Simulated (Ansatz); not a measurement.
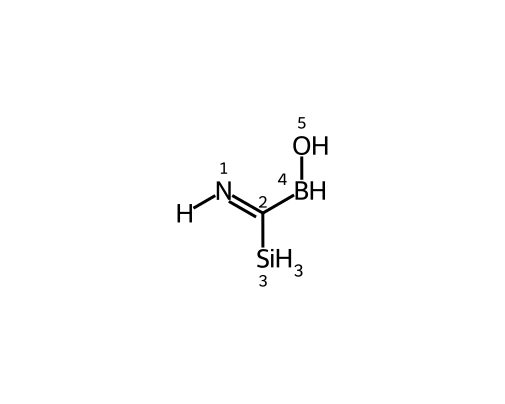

A structural formula, with wedges where it has stereocentres; small numbers name the atoms. The configuration is that of a computed structure (PBE-D4/def2-SVP).

**Assign CIP descriptors.**

N1=C2: Z.

**Write the isomeric SMILES.**

[H]/N=C(\[SiH3])BO
